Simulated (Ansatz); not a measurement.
**Profile along the C–O line in CdCO3 (space group R-3c)**

CdCO$_{3}$ (space group R-3c)

```xyz
10
Lattice="2.4719 1.4272 5.4311 -2.4719 1.4272 5.4311 0.0000 -2.8543 5.4311" Properties=species:S:1:pos:R:3 pbc="T T T"
Cd     0.0000     0.0000     0.0000
Cd     0.0000     0.0000     8.1466
C      0.0000     0.0000     4.0733
C      0.0000     0.0000    12.2199
O     -1.8289     0.3134     9.5044
O      1.8289    -0.3134     6.7888
O      0.6430    -1.7406     9.5044
O     -0.6430     1.7406     6.7888
O      1.1859     1.4272     9.5044
O     -1.1859    -1.4272     6.7888
```

Fields along a shortest C–O line of a (0001) plane (1.29 Å), from C to O, interpolated on the slice's grid (step about 0.3 Å). These are r2SCAN (plane waves to 500 eV, PAW, scalar-relativistic; Ansatz, a program for electronic structure) values and carry that method's errors. k mesh 8×8×8. These are valence fields of a PAW run, semicore shells included where kept as valence: close to a nucleus they are smooth pseudo fields. CdCO3 was relaxed with its symmetry unable to fall.

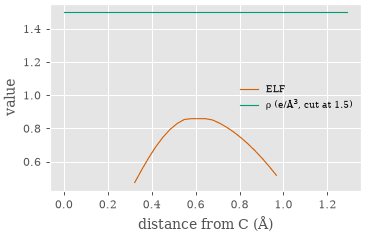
Figure: ELF (away from the nuclei) and valence density from C to O.

Density on the C–O line (1.29 Å) at its midpoint: 2.86 e/Å³. ELF at that point: 0.86. ELF maximum in the middle third of the C–O line: 0.86, 0.6 Å from C.
